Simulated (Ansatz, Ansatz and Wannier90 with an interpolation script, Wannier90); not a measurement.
# From a coarse GW mesh to bands everywhere: InP (F-43m), part 2 of 3

G0W0 gives levels on a mesh alone; what do the bands of InP (F-43m) look like between the points?

Ansatz 0.2.0; r2SCAN, Wannier functions and G0W0, plane waves, PAW. Known limits of the many-body steps: not at the basis limit; no spin-orbit coupling.

So far. Step 2 (r2SCAN bands): The gap is direct, at Γ.

The database entry behind the starting cell differs from later determinations by our own check (0.1 to 0.3 % short, probably kX units), so it need not match the best structure at ambient conditions.

### Step 4. Wannier functions by Wannier90 (In:5s In:5p P:3p) on 16×16×16

Localised functions give a small Hamiltonian that interpolates between mesh points at no cost.

This step: maximally localised Wannier functions from the overlaps of r2SCAN states (plane waves, PAW).

Contents of w.win:

```
num_iter = 1200
conv_tol = 1.0e-8
conv_window = 5
dis_num_iter = 4000
dis_conv_tol = 1.0e-8
dis_mix_ratio = 0.7
write_hr = true
use_ws_distance = false
num_print_cycles = 50
! ansatz wannier90 interface
! projections by site (counted from 0) and shell: 0 5S, 0 5P, 1 3P
! states of the run's bands (counted from 1): 1-17
num_bands = 17
num_wann  = 7
dis_win_min = 0.79
dis_win_max = 18.26
dis_froz_min = 0.79
dis_froz_max = 10.98
guiding_centres = true

begin unit_cell_cart
Ang
                      0.0                   2.9305                   2.9305
                   2.9305                      0.0                   2.9305
                   2.9305                   2.9305                      0.0
end unit_cell_cart

begin atoms_frac
In                       0.0                      0.0                      0.0
P                       0.75                     0.75                     0.75
end atoms_frac

mp_grid = 16 16 16

[... the mesh's points ...]
```

Command:

```bash
> OMP_NUM_THREADS=1 mpirun -n 8 wannier90.x w > wannier90.x.log
```

Numbers of over 12 decimals in the logs are rounded to 6 here.

Log:

```text
TEM
                                    ------

                              Lattice Vectors (Ang)
                    a_1     0.000000   2.930500   2.930500
                    a_2     2.930500   0.000000   2.930500
                    a_3     2.930500   2.930500   0.000000

                   Unit Cell Volume:      50.33327  (Ang^3)

                        Reciprocal-Space Vectors (Ang^-1)
                    b_1    -1.072033   1.072033   1.072033
                    b_2     1.072033  -1.072033   1.072033
                    b_3     1.072033   1.072033  -1.072033

 *----------------------------------------------------------------------------*
 |   Site       Fractional Coordinate          Cartesian Coordinate (Ang)     |
 +----------------------------------------------------------------------------+
 | in   1   0.00000   0.00000   0.00000   |    0.00000   0.00000   0.00000    |
 | p    1   0.75000   0.75000   0.75000   |    4.39575   4.39575   4.39575    |
 *----------------------------------------------------------------------------*
                                ------------
                                K-POINT GRID
                                ------------

             Grid size = 16 x 16 x 16      Total points = 4096

 *---------------------------------- MAIN ------------------------------------*
 |  Number of Wannier Functions               :                 7             |
 |  Number of Objective Wannier Functions     :                 7             |
 |  Number of input Bloch states              :                17             |
 |  Output verbosity (1=low, 5=high)          :                 1             |
 |  Timing Level (1=low, 5=high)              :                 1             |
 |  Optimisation (0=memory, 3=speed)          :                 3             |
 |  Length Unit                               :               Ang             |
 |  Post-processing setup (write *.nnkp)      :                 F             |
 |  Using Gamma-only branch of algorithms     :                 F             |
 *----------------------------------------------------------------------------*
 *------------------------------- WANNIERISE ---------------------------------*
 |  Total number of iterations                :              1200             |
 |  Number of CG steps before reset           :                 5             |
 |  Trial step length for line search         :             2.000             |
 |  Convergence tolerence                     :         0.100E-07             |
 |  Convergence window                        :                 5             |
 |  Iterations between writing output         :                50             |
 |  Iterations between backing up to disk     :               100             |
 |  Write r^2_nm to file                      :                 F             |
 |  Write xyz WF centres to file              :                 F             |
 |  Write on-site energies <0n|H|0n> to file  :                 F             |
 |  Use guiding centre to control phases      :                 T             |
 |  Use phases for initial projections        :                 F             |
 |  Iterations before starting guiding centres:                 0             |
 |  Iterations between using guiding centres  :                 1             |
 *----------------------------------------------------------------------------*
 *------------------------------- DISENTANGLE --------------------------------*
 |  Using band disentanglement                :                 T             |
 |  Total number of iterations                :              4000             |
 |  Mixing ratio                              :             0.700             |
 |  Convergence tolerence                     :         1.000E-08             |
 |  Convergence window                        :                 3             |
 *----------------------------------------------------------------------------*
 *-------------------------------- PLOTTING ----------------------------------*
 |  Plotting Hamiltonian in WF basis          :                 T             |
 *----------------------------------------------------------------------------*

 *---------------------------------- K-MESH ----------------------------------*
 +----------------------------------------------------------------------------+
 |                    Distance to Nearest-Neighbour Shells                    |
 |                    ------------------------------------                    |
 |          Shell             Distance (Ang^-1)          Multiplicity         |
 |          -----             -----------------          ------------         |
 |             1                   0.116051                      8            |
 |             2                   0.134004                      6            |
 |             3                   0.189510                     12            |
 |             4                   0.222221                     24            |
 |             5                   0.232102                      8            |
 |             6                   0.268008                      6            |
 |             7                   0.292055                     24            |
 |             8                   0.299642                     24            |
[...]
Extraction of optimally-connected subspace
                   ------------------------------------------
 +---------------------------------------------------------------------+<-- DIS
 |  Iter     Omega_I(i-1)      Omega_I(i)      Delta (frac.)    Time   |<-- DIS
 +---------------------------------------------------------------------+<-- DIS
       1      29.90886165      26.93347432       1.105E-01      0.00    <-- DIS
       2      27.31428252      25.86896209       5.587E-02      0.02    <-- DIS
       3      26.11772929      25.23465792       3.499E-02      0.04    <-- DIS
      50      23.02414302      23.02086263       1.425E-04      0.84    <-- DIS
     100      22.94086807      22.94054126       1.425E-05      1.72    <-- DIS
     150      22.93051906      22.93054173      -9.888E-07      2.60    <-- DIS
     200      22.92945696      22.92947856      -9.421E-07      3.48    <-- DIS
     250      22.92936286      22.92937114      -3.613E-07      4.35    <-- DIS
     300      22.92935770      22.92936046      -1.201E-07      5.22    <-- DIS
     350      22.92935852      22.92935940      -3.837E-08      6.14    <-- DIS
     400      22.92935902      22.92935929      -1.212E-08      7.00    <-- DIS

             <<<      Delta < 1.000E-08  over  3 iterations     >>>
             <<< Disentanglement convergence criteria satisfied >>>

        Final Omega_I    22.92935929 (Ang^2)

 +----------------------------------------------------------------------------+

 Writing checkpoint file w.chk... done

 *------------------------------- WANNIERISE ---------------------------------*
 +--------------------------------------------------------------------+<-- CONV
 | Iter  Delta Spread     RMS Gradient      Spread (Ang^2)      Time  |<-- CONV
 +--------------------------------------------------------------------+<-- CONV

 ------------------------------------------------------------------------------
 Initial State
  WF centre and spread    1  ( -0.000000,  0.000000,  0.000000 )     4.02217219
  WF centre and spread    2  (  0.000000, -0.000000, -0.000000 )     5.75219969
  WF centre and spread    3  (  0.000000,  0.000000, -0.000000 )     5.75219969
  WF centre and spread    4  (  0.000000, -0.000000, -0.000000 )     5.75219969
  WF centre and spread    5  (  4.395750,  4.395750,  4.395750 )     3.06754699
  WF centre and spread    6  (  4.395750,  4.395750,  4.395750 )     3.06754699
  WF centre and spread    7  (  4.395750,  4.395750,  4.395750 )     3.06754699
  Sum of centres and spreads ( 13.187250, 13.187250, 13.187250 )    30.48141225

      0     0.305E+02     0.0000000000       30.4814122545       7.36  <-- CONV
        O_D=      0.5137800 O_OD=      7.0382730 O_TOT=     30.4814123 <-- SPRD
 ------------------------------------------------------------------------------
 Cycle:      1
  WF centre and spread    1  ( -0.000000,  0.000000,  0.000000 )     3.95484795
  WF centre and spread    2  (  0.000000, -0.000000, -0.000000 )     5.68870635
  WF centre and spread    3  (  0.000000,  0.000000, -0.000000 )     5.68870635
[...]
Sum of centres and spreads ( 13.187250, 13.187250, 13.187250 )    30.08906536

      1    -0.392E+00     0.2023291868       30.0890653560       7.41  <-- CONV
        O_D=      0.4649284 O_OD=      6.6947777 O_TOT=     30.0890654 <-- SPRD
 Delta: O_D= -0.4885158E-01 O_OD= -0.3434953E+00 O_TOT= -0.3923469E+00 <-- DLTA
 ------------------------------------------------------------------------------
 Cycle:     50
[...]
Sum of centres and spreads ( 13.187250, 13.187250, 13.187250 )    29.38266429

     50    -0.207E-04     0.0020575733       29.3826642935       9.30  <-- CONV
        O_D=      0.4909251 O_OD=      5.9623799 O_TOT=     29.3826643 <-- SPRD
 Delta: O_D= -0.1063500E-05 O_OD= -0.1962883E-04 O_TOT= -0.2069233E-04 <-- DLTA
 ------------------------------------------------------------------------------
 Cycle:    100
[...]
Sum of centres and spreads ( 13.187250, 13.187250, 13.187250 )    29.38251858

    100    -0.184E-07     0.0000991715       29.3825185839      11.13  <-- CONV
        O_D=      0.4904741 O_OD=      5.9626852 O_TOT=     29.3825186 <-- SPRD
 Delta: O_D= -0.2554817E-06 O_OD=  0.2370876E-06 O_TOT= -0.1839409E-07 <-- DLTA
 ------------------------------------------------------------------------------

             <<<     Delta < 1.000E-08  over  5 iterations     >>>
             <<< Wannierisation convergence criteria satisfied >>>

 Final State
[...]
WF centre and spread    3  (  0.000000,  0.000000,  0.000000 )     5.61350955
  WF centre and spread    4  ( -0.000000, -0.000000,  0.000000 )     5.61350955
  WF centre and spread    5  (  4.395750,  4.395750,  4.395750 )     2.94434022
  WF centre and spread    6  (  4.395750,  4.395750,  4.395750 )     2.94434022
  WF centre and spread    7  (  4.395750,  4.395750,  4.395750 )     2.94434022
  Sum of centres and spreads ( 13.187250, 13.187250, 13.187250 )    29.38251857

         Spreads (Ang^2)       Omega I      =    22.929359289
        ================       Omega D      =     0.490473932
                               Omega OD     =     5.962685350
    Final Spread (Ang^2)       Omega Total  =    29.382518572
 ------------------------------------------------------------------------------

 Writing checkpoint file w.chk... done

 *---------------------------------------------------------------------------*
 |                               PLOTTING                                    |
 *---------------------------------------------------------------------------*

 *===========================================================================*
 |                             TIMING INFORMATION                            |
 *===========================================================================*
 |    Tag                                                Ncalls      Time (s)|
 |---------------------------------------------------------------------------|
 |kmesh: get                                        :         1         0.961|
 |overlap: read                                     :         1         5.213|
 |dis: main                                         :         1         7.372|
 |wann: main                                        :         1         3.951|
 |plot: main                                        :         1         0.307|
 *---------------------------------------------------------------------------*
 All done: wannier90 exiting
```

The job ended after 22 s (8 MPI ranks of Arm Neoverse V2, shared host; 2.9 min of CPU time).

This step gave:

* gauge-invariant spread: 22.93 Å²
* diagonal spread: 0.4905 Å²
* off-diagonal spread: 5.963 Å²
* total spread: 29.38 Å²
* disentanglement steps: 411
* r.m.s. interpolation error: 7.95e-4 eV
* r.m.s. error near the gap: 0.001050 eV

Near the gap the model misses directly solved bands by 1.0 meV r.m.s. and by 5 meV at most in the window tested. This tests the starting bands, not the corrections carried with them.

Wannier functions, by row:

| function | x (Å) | y (Å) | z (Å) | spread (Å²) | nearest atom | distance (Å) |
| --- | --- | --- | --- | --- | --- | --- |
| 1 | 0 | 0 | 0 | 3.709 | In1 | 0 |
| 2 | 0 | 0 | 0 | 5.614 | In1 | 0 |
| 3 | 0 | 0 | 0 | 5.614 | In1 | 0 |
| 4 | 0 | 0 | 0 | 5.614 | In1 | 0 |
| 5 | 4.396 | 4.396 | 4.396 | 2.944 | P2 | 0 |
| 6 | 4.396 | 4.396 | 4.396 | 2.944 | P2 | 0 |
| 7 | 4.396 | 4.396 | 4.396 | 2.944 | P2 | 0 |

Frozen up to 4.16 eV; above it the model need not follow the bands. Electronic bands along the path, in eV, zero at the valence-band top:

```
    point  band 7  band 8  band 9  band 10  band 11  band 12  band 13
        Γ    0.00    0.00    0.00     1.16     4.43     4.43     4.43
        X   -5.88   -2.41   -2.41     2.01     2.54    10.29    10.29
        U   -5.72   -3.42   -2.01     2.64     4.78     8.12     8.84
jump to K   -5.72   -3.42   -2.01     2.64     4.78     8.12     8.84
        Γ    0.00    0.00    0.00     1.16     4.43     4.43     4.43
        L   -5.88   -1.01   -1.01     1.86     5.28     5.28     7.66
        W   -5.71   -3.06   -3.00     4.58     4.79     6.04     8.25
        X   -5.88   -2.41   -2.41     2.01     2.54    10.29    10.29
```

The same for Kohn-Sham, solved directly:

```
point  band 7  band 8  band 9  band 10  band 11  band 12  band 13
    Γ    0.00    0.00    0.00     1.16     4.43     4.43     4.43
    X   -5.88   -2.41   -2.41     2.01     2.54     9.88    10.29
    U   -5.72   -3.42   -2.01     2.64     4.75     8.00     8.02
    K   -5.72   -3.42   -2.01     2.64     4.75     8.00     8.02
    Γ    0.00    0.00    0.00     1.16     4.43     4.43     4.43
    L   -5.88   -1.01   -1.01     1.86     5.15     5.15     7.55
    W   -5.71   -3.06   -3.00     4.58     4.79     6.04     6.58
    X   -5.88   -2.41   -2.41     2.01     2.54     9.88    10.29
```

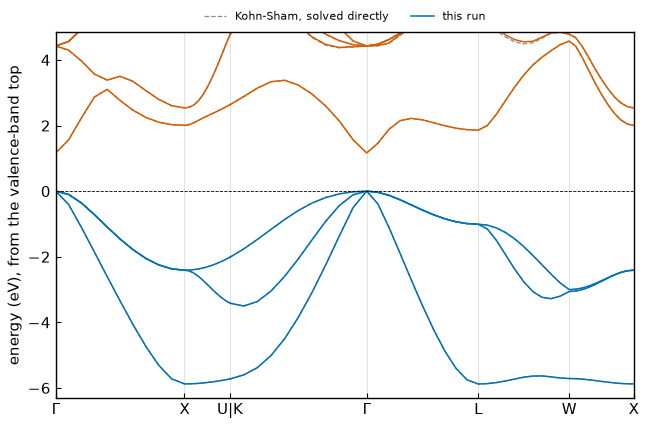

Electronic bands along the path; lines of filled and empty bands in two colours; dashed: Kohn-Sham, solved directly.

### Step 5. G0W0 at every point of the mesh: 8×8×8 mesh, 231 empty bands, screening to 160 eV

G0W0 replaces the xc potential by the self-energy, built once from these orbitals. Only a window of levels is corrected, while the sums run over the empty bands that the input names.

This step: G0W0 on r2SCAN, plane waves, PAW.

Contents of input.yaml:

```yaml
crystal:
  lattice:
    - [0.0, 2.9305, 2.9305]
    - [2.9305, 0.0, 2.9305]
    - [2.9305, 2.9305, 0.0]
  atoms:
    - { symbol: In, position: [0.0, 0.0, 0.0] }
    - { symbol: P, position: [0.75, 0.75, 0.75] }
kpoints:
  mp_grid: { grid: [8, 8, 8] }
hamiltonian:
  xc: r2scan
scf:
  occupations: { method: fixed }
gw:
  n_empty_bands: 231
  ecut_chi: 160.0
  qp_bands: [v3, c2]
  screening: { model: contour_deformation }
```

Command:

```bash
> ansatz run input.yaml --threads 12 --pin off --max-ram 22118MiB --backend cpu --events-out ev --progress --plain --runs-dir out
```

Log:

```text
[...]
Crystal: 2 atoms, lattice volume = 50.333 Å³
Basis set: ecut = 500 eV, 1243 PW (Γ), exchange–correlation on 128×128×128 points (64 copies of the dense FFT grid, shifted against one another)
Bands: 13, of which v1, the nominal top of the filled ones, is band 9 counted from 1 (8 counted from 0)
Symmetry: 24 space group operations
[...]
k-points: 29 of 512 (time reversal used)
[...]
SCF iter   1: F=—  HF=-6371.724167 eV  |F-HF|=—  |Δ(HF+E_count)|=         —  Δρ=6.96e-3  dr2=1.86e-2  dr2_τ=1.12e-2  ethr=1.77e-3  ⟨swp⟩=4.9  Hψ=2054  notcnv=0  defer=53
[...]
SCF iter   6: F=-6371.731918 eV  HF=-6371.731918 eV  |F-HF|=1.03e-8  |Δ(HF+E_count)|=   2.14e-7  Δρ=8.93e-6  dr2=2.47e-8  dr2_τ=1.03e-9  ethr=5.56e-10  ⟨swp⟩=6.3  Hψ=1809  notcnv=0
SCF 1 converged in 6 iterations: F = -6371.731918 eV  dr2 = 2.47e-8
[...]
G₀W₀ screening: q 1/29
[... further progress lines ...]
SCF converged after 6 iterations
Free energy (F): -6371.731918 eV
[...]
Internal energy: -6371.731918 eV  (E = F + TS)
E sigma→0 (E₀):  -6371.731918 eV
Fermi energy:    6.818110 eV
[...]
--- Band table (eV; the first three rows and the last of 29) ---
  k-point 0: bands = [... 5 lower, -5.1810, 6.8181, 6.8181, 6.8181, 7.9828, 11.2448, 11.2448, 11.2448]
  k-point 1: bands = [... 5 lower, -4.9929, 5.3208, 6.6266, 6.6266, 8.8609, 11.4155, 11.5328, 11.5328]
  k-point 2: bands = [... 5 lower, -4.4696, 3.3314, 6.2420, 6.2420, 8.9924, 11.9669, 11.9669, 12.5706]
  k-point 28: bands = [... 5 lower, -2.6196, 1.1051, 3.7580, 3.8165, 11.3931, 11.6049, 12.8531, 13.3959]
--- G₀W₀: contour deformation, 7 samples at zero and on the imaginary axis and 3 off it, 512 q-points, 231 empty bands' worth ---
  eigenvalues of the whole cell's RPA ε∞ on this k-mesh (on a slab, of 1 + 4πα/V) = 9.6293, 9.6293, 9.6293; static W/v taken at q = 0 is 0.103850
  bands read: the sum over 240 bands ends inside a degenerate multiplet in 4 slots, whose members it reads at an even weight; the widest, k=0: bands 240 to 242 (counted from 1) at 1/3 each
    ik  band        ε_KS         Σx   Σc(E_QP)       V_xc       Z   E_QP_lin       E_QP  E_QP is
     0     7      6.8181   -16.6818     0.9915   -15.2458  0.7662     6.3705     6.3737  root
     0     8      6.8181   -16.6818     0.9915   -15.2458  0.7662     6.3705     6.3737  root
     0     9      6.8181   -16.6818     0.9915   -15.2458  0.7662     6.3705     6.3737  root
     0    10      7.9828   -10.1182    -3.6450   -13.6512  0.7894     7.8710     7.8708  root
     0    11     11.2448    -7.0799    -4.2181   -11.3587  0.7788    11.3056    11.3055  root
     1     7      5.3208   -16.2761     1.2103   -14.5798  0.7582     4.8299     4.8349  root
     1     8      6.6266   -16.5212     1.0547   -15.0147  0.7655     6.1715     6.1748  root
     1     9      6.6266   -16.5212     1.0547   -15.0147  0.7655     6.1715     6.1748  root
     1    10      8.8609    -9.8938    -3.6816   -13.5165  0.7832     8.8020     8.8019  root
     1    11     11.4155    -7.3908    -4.2495   -11.6476  0.7734    11.4229    11.4229  root
     2     7      3.3314   -16.6528     2.2233   -13.9342  0.7226     2.8303     2.8362  root
     2     8      6.2420   -16.3039     1.2044   -14.6337  0.7633     5.7724     5.7762  root
     2     9      6.2420   -16.3039     1.2044   -14.6337  0.7633     5.7724     5.7762  root
     2    10      8.9924    -8.9135    -3.8634   -12.7563  0.7873     8.9717     8.9717  root
[...]
28     7      1.1051   -17.0691     3.0943   -13.5189  0.7076     0.6451     0.6492  root
    28     8      3.7580   -15.3882     2.2046   -12.6730  0.7303     3.2385     3.2474  root
    28     9      3.8165   -14.6997     2.0670   -12.1263  0.7346     3.3016     3.3101  root
    28    10     11.3931    -6.8446    -4.1994   -10.9927  0.7692    11.3419    11.3418  root
    28    11     11.6049    -8.9033    -4.8566   -13.9009  0.7462    11.7464    11.7459  root
```

It took 10 min on 12 threads; peak memory 2.3 GiB.

Numbers from this step:

```yaml
bands_summed: 240
rpa_eps_infinity_on_this_mesh_eigenvalues: 9.629, 9.629, 9.629
plane_waves_in_the_screening_matrix: 259
q_points_in_the_mesh: 512
g0w0_gap_on_the_mesh: 1.497 eV
k_of_the_valence_top: 0, 0, 0
k_of_the_conduction_bottom: 0, 0, 0
starting_gap_on_the_mesh: 1.165 eV
z_at_the_valence_top: 0.7662
z_at_the_conduction_bottom: 0.7894
least_direct_g0w0_gap_on_the_computed_points: 1.497 eV
```

The gap on the mesh goes from 1.16 eV to 1.50 eV, a correction of +0.33 eV. Between the two edge states, bare exchange in place of the xc potential would open the gap by 4.97 eV, and correlation takes back 4.64 eV.

[end of part 2 of 3]

[Paths, hosts, dates, memory and timing lines, banners, echoed tables and standing remarks are left out of the program output.]

[Logs are printed without paths, hosts, clocks, repeated set-up lines and the standing remarks that a program may print on its own settings, such as how far it seeks lower states.]

[Runs of the session that timed out or met a known fault of the program may be left out.]

[Hosts, paths, dates, database ids (printed as entryN), source tags and the programs' standing remarks are cut or masked in the printed files.]
